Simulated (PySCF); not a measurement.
# C₅H₈Si (SMILES C#CCC(=C)[SiH3]): what the fields show

```json
{"atom": "C", "x (Å)": "2.3080", "y (Å)": "-1.5622", "z (Å)": "-0.0670"}
{"atom": "C", "x (Å)": "1.6769", "y (Å)": "-0.6033", "z (Å)": "0.2706"}
{"atom": "C", "x (Å)": "0.9011", "y (Å)": "0.5616", "z (Å)": "0.6482"}
{"atom": "C", "x (Å)": "-0.3986", "y (Å)": "0.6106", "z (Å)": "-0.1181"}
{"atom": "C", "x (Å)": "-0.6307", "y (Å)": "1.5907", "z (Å)": "-0.9799"}
{"atom": "Si", "x (Å)": "-1.6285", "y (Å)": "-0.7869", "z (Å)": "0.2056"}
{"atom": "H", "x (Å)": "2.8716", "y (Å)": "-2.4008", "z (Å)": "-0.3488"}
{"atom": "H", "x (Å)": "0.6912", "y (Å)": "0.5067", "z (Å)": "1.7219"}
{"atom": "H", "x (Å)": "1.4973", "y (Å)": "1.4600", "z (Å)": "0.4566"}
{"atom": "H", "x (Å)": "-1.5498", "y (Å)": "1.6471", "z (Å)": "-1.5395"}
{"atom": "H", "x (Å)": "0.0811", "y (Å)": "2.3827", "z (Å)": "-1.1677"}
{"atom": "H", "x (Å)": "-1.0846", "y (Å)": "-2.0523", "z (Å)": "-0.2883"}
{"atom": "H", "x (Å)": "-1.8484", "y (Å)": "-0.8852", "z (Å)": "1.6536"}
{"atom": "H", "x (Å)": "-2.8871", "y (Å)": "-0.4690", "z (Å)": "-0.4693"}
```

Geometry: GFN2-xTB.

Level of theory: CAM-B3LYP/def2-SVPD, SCF density, gas phase in PySCF 2.14.0.

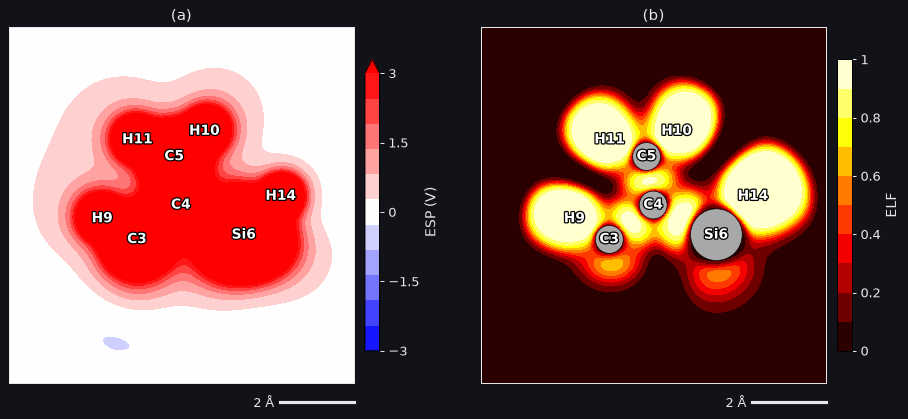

Figure 1. (a) molecular electrostatic potential; (b) ELF on the plane of atoms H10, C5 and H11. Grey discs cover the atomic cores in the ELF map.

> What does the map show?

- Atoms in the plane: C, Si and H.
- C–Si (1.89 Å): the ELF peaks at about 1 between the atoms: a shared electron pair.
- C–H (1.08 Å): the ELF climbs to about 1 towards the hydrogen, as it does in any bond to H; an ordinary covalent bond to hydrogen.
- C–C (1.33 Å): the ELF peaks at about 0.95 between the atoms (a multiple bond).
- Si–H (1.46 Å): the ELF climbs to about 1 towards the hydrogen.
- The potential has no marked negative region in this plane.

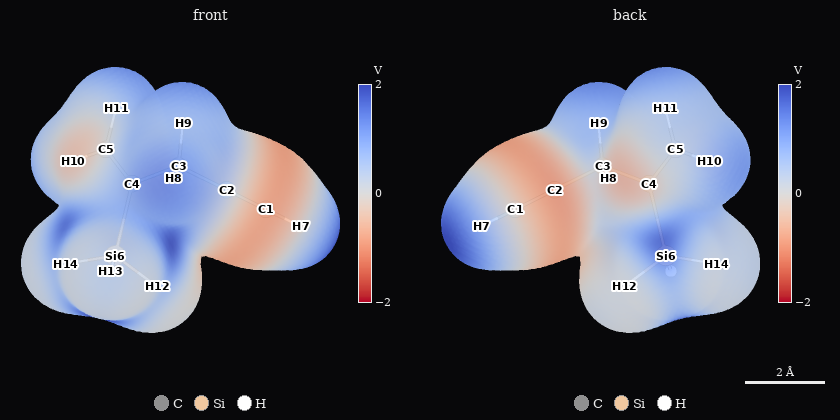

Figure 2. The electrostatic potential painted on the density surface at 0.004 e/bohr³, seen from the front and from behind; the colour scale runs from red (negative) to blue (positive).

> Describe the electrostatic potential map.

The most negative region (about −0.9 V) lies over C1 and C2, the most positive (about +1.9 V) over Si6 and H7.

> What dipole moment does the calculation give?

Its dipole moment is 0.64 D.
